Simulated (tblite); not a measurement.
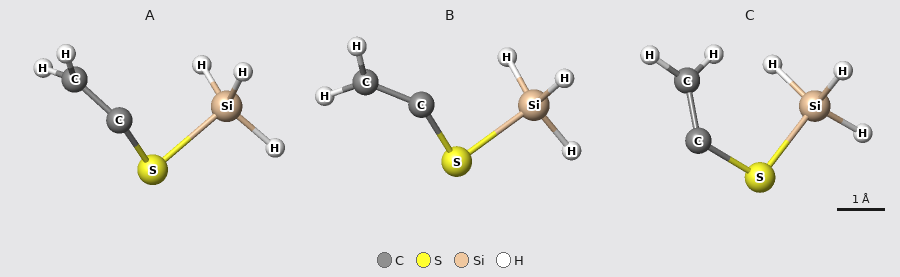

3 geometries from one relaxation of C2H5SSi (multiplicity 2), in shuffled order. Style: ball-and-stick. Shown at a tilt.

Level of theory: GFN2-xTB geometry optimisation, gas phase (tblite 0.8.0). 

Order the frames from highest to lowest energy.

Answer. C, A, B. They are steps 0, 63, 110, at +14.9 kcal/mol, +0.87 kcal/mol relative to the last. The energy falls by 14.9 kcal/mol in 110 geometry steps. An H atom moves most after the best rigid fit: 2.13 Å. By element the largest moves are H 2.13 Å, C 0.96 Å, S 0.46 Å, Si 0.42 Å. Among the contacts that change: C–S 1.768 → 1.688 Å, C–C 1.338 → 1.301 Å, S–Si 2.140 → 2.172 Å, H–Si 1.490 → 1.458 Å. Bond angles that change, for instance: C–C–S 117.4° → 138.6°, C–S–Si 107.9° → 96.8°, S–Si–H 110.9° → 102.5°. Groups turn about C–S by about 120°. The run took 0.37 s on 1 thread of Arm Neoverse V2, with other jobs on the host.
